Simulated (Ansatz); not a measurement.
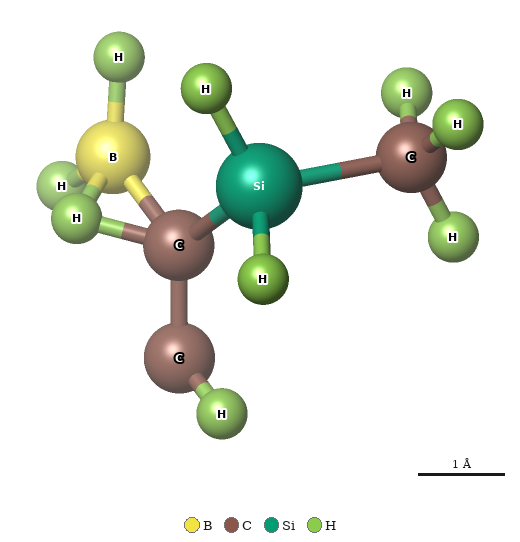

**Figure 1.** The input geometry (ball-and-stick view, seen at a tilt). Bond lengths as drawn: B–C 1.55 Å, B–H 1.17 to 1.21 Å, C–C 1.35 Å, C–H 1.05 to 1.24 Å, C–Si 1.89 to 1.90 Å and H–Si 1.39 to 1.49 Å.

Run report: C₃H₉BSi, geometry relaxation (part 1 of 2)

- system: C₃H₉BSi
- method: RKS PBE/cc-pVDZ (Ansatz 0.2.0)

It belongs to a series of runs on one base structure; here: end point B relaxed.

## What the program printed
```
The last accepted step is kept in [file] (removed where the run ends without a failure and the disk answers)
Engine: ansatz 0.2.0, aarch64-unknown-linux-gnu
Functional definition: PBE
  parameter kappa = 0.804
  parameter beta = 0.06672455060314922
  exchange = pbe_x(kappa = kappa, mu = beta*pi^2/3)
  correlation = pbe_c(beta = beta)
1454 factors; their error is unknown
mean field evaluation 1: about -11784.7179 eV, gradient 6.3e1 eV
mean field evaluation 2: about -11768.8901 eV, gradient 9.3e1 eV
mean field evaluation 4: about -11794.5469 eV, gradient 1.8e1 eV
mean field evaluation 8: about -11795.7416 eV, gradient 2.8e0 eV
mean field evaluation 16: about -11795.7338 eV, gradient 4.9e-3 eV
mean field -11795.73380260 eV, -433.4852218100 hartree, gradient 1.3e-5 eV, S^2 0.000000; 1 other end points of the search recorded, 0 dependent functions left out
the calculation of the forces begins
reference -11795.73384376 eV, -433.4852233228 hartree; 23, 23 occupied and 96, 96 virtual orbitals, 1454 factors
relax step   1: F+E_penalty+E_count = -11795.73380260 eV  Δ(F+E_penalty+E_count) = +0.000e0 eV  max|allowed force component| = 4.656e0 eV/Å  Δτ_max = 0.0000 Å  (47 SCF iters, accepted)
these checks for a lower state are left out or cut short: starts, cluster_reference, orbital_swaps, neighbouring_geometries, increment
1454 factors; their error is unknown
mean field evaluation 32: about -11796.8297 eV, gradient 4.9e-3 eV
mean field -11796.82970997 eV, -433.5254956629 hartree, gradient 2.0e-5 eV, S^2 0.000000; 0 other end points of the search recorded, 0 dependent functions left out
[... from here on the field's lines of each further geometry are left out, up to the last ...]
relax step   2: F+E_penalty+E_count = -11796.82970997 eV  Δ(F+E_penalty+E_count) = -1.096e0 eV  max|allowed force component| = 1.862e0 eV/Å  Δτ_max = 0.1949 Å  (32 SCF iters, accepted)
relax step   3: F+E_penalty+E_count = -11797.22895062 eV  Δ(F+E_penalty+E_count) = -3.992e-1 eV  max|allowed force component| = 1.206e0 eV/Å  Δτ_max = 0.1949 Å  (31 SCF iters, accepted)
relax step   4: F+E_penalty+E_count = -11797.34440688 eV  Δ(F+E_penalty+E_count) = -1.155e-1 eV  max|allowed force component| = 1.089e0 eV/Å  Δτ_max = 0.2000 Å  (31 SCF iters, accepted)
relax step   5: F+E_penalty+E_count = -11797.46263963 eV  Δ(F+E_penalty+E_count) = -1.182e-1 eV  max|allowed force component| = 5.356e-1 eV/Å  Δτ_max = 0.1098 Å  (31 SCF iters, accepted)
relax step   6: F+E_penalty+E_count = -11797.49656401 eV  Δ(F+E_penalty+E_count) = -3.392e-2 eV  max|allowed force component| = 4.105e-1 eV/Å  Δτ_max = 0.0406 Å  (31 SCF iters, accepted)
relax step   7: F+E_penalty+E_count = -11797.53036914 eV  Δ(F+E_penalty+E_count) = -3.381e-2 eV  max|allowed force component| = 4.555e-1 eV/Å  Δτ_max = 0.0933 Å  (30 SCF iters, accepted)
relax step   8: F+E_penalty+E_count = -11797.65621040 eV  Δ(F+E_penalty+E_count) = -1.258e-1 eV  max|allowed force component| = 1.287e0 eV/Å  Δτ_max = 0.1995 Å  (35 SCF iters, accepted)
relax step   9: F+E_penalty+E_count = -11797.75115175 eV  Δ(F+E_penalty+E_count) = -9.494e-2 eV  max|allowed force component| = 1.241e0 eV/Å  Δτ_max = 0.1771 Å  (37 SCF iters, accepted)
relax step  10: F+E_penalty+E_count = -11797.98195827 eV  Δ(F+E_penalty+E_count) = -2.308e-1 eV  max|allowed force component| = 2.376e0 eV/Å  Δτ_max = 0.1943 Å  (31 SCF iters, accepted)
relax step  11: F+E_penalty+E_count = -11798.42054312 eV  Δ(F+E_penalty+E_count) = -4.386e-1 eV  max|allowed force component| = 1.560e0 eV/Å  Δτ_max = 0.1994 Å  (31 SCF iters, accepted)
relax step  12: F+E_penalty+E_count = -11798.69496888 eV  Δ(F+E_penalty+E_count) = -2.744e-1 eV  max|allowed force component| = 1.015e0 eV/Å  Δτ_max = 0.1949 Å  (31 SCF iters, accepted)
relax step  13: F+E_penalty+E_count = -11798.94860883 eV  Δ(F+E_penalty+E_count) = -2.536e-1 eV  max|allowed force component| = 5.957e-1 eV/Å  Δτ_max = 0.2000 Å  (36 SCF iters, accepted)
relax step  14: F+E_penalty+E_count = -11799.02432109 eV  Δ(F+E_penalty+E_count) = -7.571e-2 eV  max|allowed force component| = 1.183e0 eV/Å  Δτ_max = 0.2000 Å  (30 SCF iters, accepted)
relax step  15: F+E_penalty+E_count = -11799.10220771 eV  Δ(F+E_penalty+E_count) = -7.789e-2 eV  max|allowed force component| = 1.140e0 eV/Å  Δτ_max = 0.1949 Å  (37 SCF iters, accepted)
relax step  16: F+E_penalty+E_count = -11799.20705579 eV  Δ(F+E_penalty+E_count) = -1.048e-1 eV  max|allowed force component| = 1.026e0 eV/Å  Δτ_max = 0.1137 Å  (31 SCF iters, accepted)
relax step  17: F+E_penalty+E_count = -11799.31350434 eV  Δ(F+E_penalty+E_count) = -1.064e-1 eV  max|allowed force component| = 7.978e-1 eV/Å  Δτ_max = 0.1670 Å  (37 SCF iters, accepted)
relax step  18: F+E_penalty+E_count = -11799.36439786 eV  Δ(F+E_penalty+E_count) = -5.089e-2 eV  max|allowed force component| = 5.176e-1 eV/Å  Δτ_max = 0.1197 Å  (31 SCF iters, accepted)
relax step  19: F+E_penalty+E_count = -11799.42004928 eV  Δ(F+E_penalty+E_count) = -5.565e-2 eV  max|allowed force component| = 1.550e0 eV/Å  Δτ_max = 0.2000 Å  (35 SCF iters, accepted)
relax step  20: F+E_penalty+E_count = -11799.50596370 eV  Δ(F+E_penalty+E_count) = -8.591e-2 eV  max|allowed force component| = 1.205e0 eV/Å  Δτ_max = 0.1940 Å  (30 SCF iters, accepted)
relax step  21: F+E_penalty+E_count = -11799.65896235 eV  Δ(F+E_penalty+E_count) = -1.530e-1 eV  max|allowed force component| = 1.039e0 eV/Å  Δτ_max = 0.1948 Å  (30 SCF iters, accepted)
relax step  22: F+E_penalty+E_count = -11799.81419956 eV  Δ(F+E_penalty+E_count) = -1.552e-1 eV  max|allowed force component| = 1.141e0 eV/Å  Δτ_max = 0.1927 Å  (30 SCF iters, accepted)
relax step  23: F+E_penalty+E_count = -11799.90105162 eV  Δ(F+E_penalty+E_count) = -8.685e-2 eV  max|allowed force component| = 9.502e-1 eV/Å  Δτ_max = 0.1970 Å  (30 SCF iters, accepted)
relax step  24: F+E_penalty+E_count = -11799.98360641 eV  Δ(F+E_penalty+E_count) = -8.255e-2 eV  max|allowed force component| = 4.243e-1 eV/Å  Δτ_max = 0.0886 Å  (30 SCF iters, accepted)
relax step  25: F+E_penalty+E_count = -11800.01516766 eV  Δ(F+E_penalty+E_count) = -3.156e-2 eV  max|allowed force component| = 3.044e-1 eV/Å  Δτ_max = 0.0575 Å  (30 SCF iters, accepted)
relax step  26: F+E_penalty+E_count = -11800.07189003 eV  Δ(F+E_penalty+E_count) = -5.672e-2 eV  max|allowed force component| = 7.179e-1 eV/Å  Δτ_max = 0.1881 Å  (36 SCF iters, accepted)
relax step  27: F+E_penalty+E_count = -11800.03134729 eV  Δ(F+E_penalty+E_count) = +4.054e-2 eV  max|allowed force component| = 1.052e0 eV/Å  Δτ_max = 0.1950 Å  (36 SCF iters, rejected (line search))
relax step  28: F+E_penalty+E_count = -11800.11934011 eV  Δ(F+E_penalty+E_count) = -4.745e-2 eV  max|allowed force component| = 4.147e-1 eV/Å  Δτ_max = 0.0975 Å  (30 SCF iters, accepted)
relax step  29: F+E_penalty+E_count = -11800.15741135 eV  Δ(F+E_penalty+E_count) = -3.807e-2 eV  max|allowed force component| = 9.736e-2 eV/Å  Δτ_max = 0.0976 Å  (30 SCF iters, accepted)
relax step  30: F+E_penalty+E_count = -11800.19082567 eV  Δ(F+E_penalty+E_count) = -3.341e-2 eV  max|allowed force component| = 9.813e-2 eV/Å  Δτ_max = 0.1500 Å  (30 SCF iters, accepted)
relax step  31: F+E_penalty+E_count = -11800.21052409 eV  Δ(F+E_penalty+E_count) = -1.970e-2 eV  max|allowed force component| = 2.194e-1 eV/Å  Δτ_max = 0.1714 Å  (29 SCF iters, accepted)
relax step  32: F+E_penalty+E_count = -11800.20643680 eV  Δ(F+E_penalty+E_count) = +4.087e-3 eV  max|allowed force component| = 2.917e-1 eV/Å  Δτ_max = 0.1923 Å  (28 SCF iters, rejected (line search))
relax step  33: F+E_penalty+E_count = -11800.21951124 eV  Δ(F+E_penalty+E_count) = -8.987e-3 eV  max|allowed force component| = 8.432e-2 eV/Å  Δτ_max = 0.0916 Å  (29 SCF iters, accepted)
relax step  34: F+E_penalty+E_count = -11800.22077599 eV  Δ(F+E_penalty+E_count) = -1.265e-3 eV  max|allowed force component| = 2.080e-1 eV/Å  Δτ_max = 0.0946 Å  (30 SCF iters, accepted)
relax step  35: F+E_penalty+E_count = -11800.22665327 eV  Δ(F+E_penalty+E_count) = -5.877e-3 eV  max|allowed force component| = 9.172e-2 eV/Å  Δτ_max = 0.0583 Å  (30 SCF iters, accepted)
relax step  36: F+E_penalty+E_count = -11800.24549031 eV  Δ(F+E_penalty+E_count) = -1.884e-2 eV  max|allowed force component| = 2.769e-1 eV/Å  Δτ_max = 0.1950 Å  (29 SCF iters, accepted)
relax step  37: F+E_penalty+E_count = -11800.27163904 eV  Δ(F+E_penalty+E_count) = -2.615e-2 eV  max|allowed force component| = 6.165e-1 eV/Å  Δτ_max = 0.1946 Å  (29 SCF iters, accepted)
relax step  38: F+E_penalty+E_count = -11800.36609805 eV  Δ(F+E_penalty+E_count) = -9.446e-2 eV  max|allowed force component| = 4.556e-1 eV/Å  Δτ_max = 0.2000 Å  (28 SCF iters, accepted)
relax step  39: F+E_penalty+E_count = -11800.44490463 eV  Δ(F+E_penalty+E_count) = -7.881e-2 eV  max|allowed force component| = 2.923e-1 eV/Å  Δτ_max = 0.1998 Å  (29 SCF iters, accepted)
relax step  40: F+E_penalty+E_count = -11800.48559078 eV  Δ(F+E_penalty+E_count) = -4.069e-2 eV  max|allowed force component| = 5.298e-1 eV/Å  Δτ_max = 0.1951 Å  (30 SCF iters, accepted)
relax step  41: F+E_penalty+E_count = -11800.52646209 eV  Δ(F+E_penalty+E_count) = -4.087e-2 eV  max|allowed force component| = 3.288e-1 eV/Å  Δτ_max = 0.1995 Å  (30 SCF iters, accepted)
relax step  42: F+E_penalty+E_count = -11800.50865576 eV  Δ(F+E_penalty+E_count) = +1.781e-2 eV  max|allowed force component| = 7.846e-1 eV/Å  Δτ_max = 0.1998 Å  (29 SCF iters, rejected (line search))
relax step  43: F+E_penalty+E_count = -11800.53896938 eV  Δ(F+E_penalty+E_count) = -1.251e-2 eV  max|allowed force component| = 4.872e-2 eV/Å  Δτ_max = 0.0998 Å  (30 SCF iters, accepted)
relax step  44: F+E_penalty+E_count = -11800.54275941 eV  Δ(F+E_penalty+E_count) = -3.790e-3 eV  max|allowed force component| = 2.570e-2 eV/Å  Δτ_max = 0.0929 Å  (29 SCF iters, accepted)
relax step  45: F+E_penalty+E_count = -11800.52426544 eV  Δ(F+E_penalty+E_count) = +1.849e-2 eV  max|allowed force component| = 5.929e-1 eV/Å  Δτ_max = 0.0936 Å  (29 SCF iters, rejected (line search))
relax step  46: F+E_penalty+E_count = -11800.54343578 eV  Δ(F+E_penalty+E_count) = -6.764e-4 eV  max|allowed force component| = 4.629e-3 eV/Å  Δτ_max = 0.0457 Å  (31 SCF iters, accepted)
the calculation of the forces begins
reference -11800.54363120 eV, -433.6619797509 hartree; 23, 23 occupied and 96, 96 virtual orbitals, 1454 factors
relax step  47: F+E_penalty+E_count = -11800.54358727 eV  Δ(F+E_penalty+E_count) = -1.515e-4 eV  max|allowed force component| = 1.620e-2 eV/Å  Δτ_max = 0.0394 Å  (30 SCF iters, accepted)
```

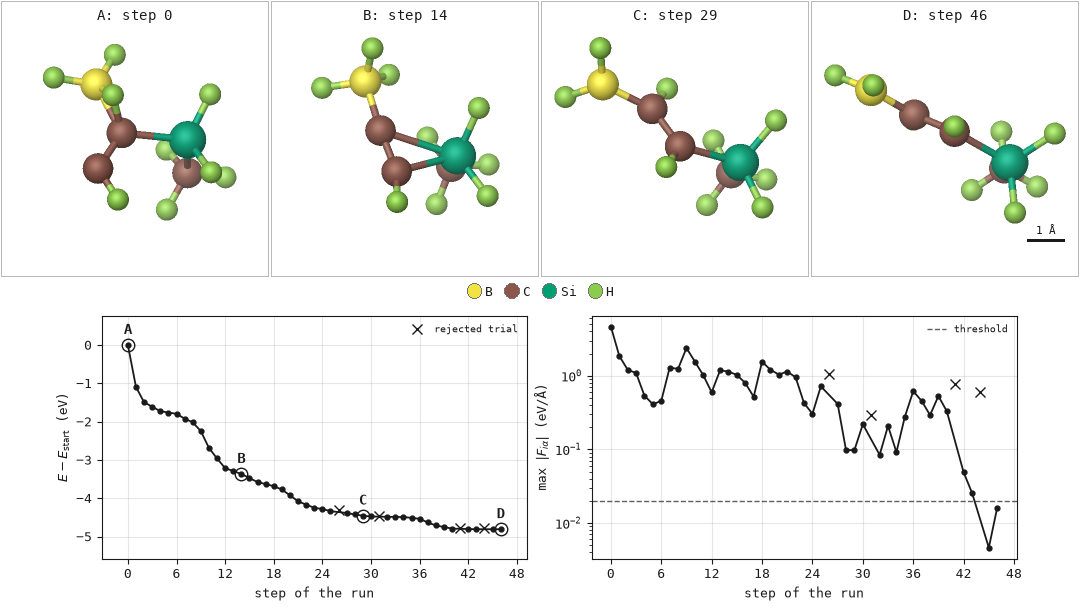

**Figure 2.** Frames of the relaxation (ball-and-stick view, seen at a tilt) above the curves, on which the letters mark them (the first geometry is step 0 here and step 1 in the log).

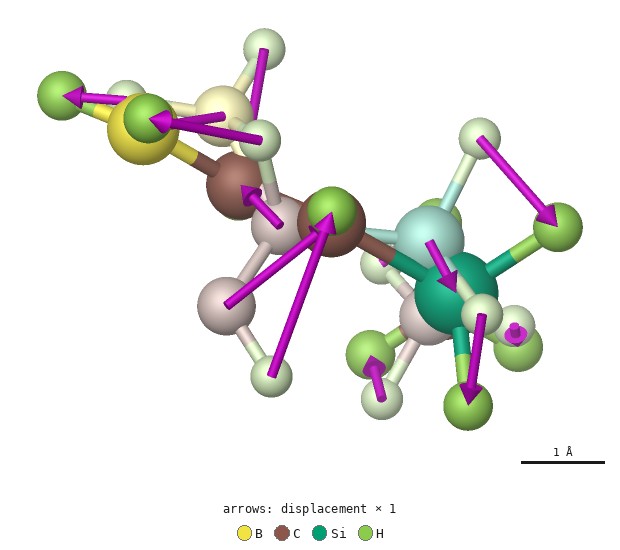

**Figure 3.** Start (faint) and end (solid) with the displacements as pink arrows, at true length (ball-and-stick view, seen at a tilt). The two geometries are laid on each other by the best rigid fit. The largest move after the best rigid fit is that of H8, 2.17 Å. By element the largest moves are H 2.17 Å, C 1.67 Å, B 1.23 Å, Si 0.71 Å. Distances before and after: C2–H6 2.411 → 1.107 Å, C2–H9 1.237 → 2.385 Å, B1–H6 1.180 → 2.315 Å, C2–Si4 1.886 → 2.923 Å. New bonds form: C2–H6 (2.41 → 1.11 Å), C3–Si4 (2.84 → 1.90 Å). Bonds break: B1–H6 (1.18 → 2.31 Å), C2–H9 (1.24 → 2.39 Å), C2–Si4 (1.89 → 2.92 Å). Among the angles that change: C2–B1–H9 51.8° → 118.8°, H7–B1–H9 102.5° → 119.4°, H10–Si4–H11 112.4° → 107.0°. Over 46 geometry steps the energy falls by 4.810 eV. Largest force component: 4.7 eV/Å at the start, 0.016 eV/Å at the end. The line search rejected the trial steps at points 26, 31, 41, 44 (counted from 0) and went back. (Atoms are counted from 1 in the order of the input.)
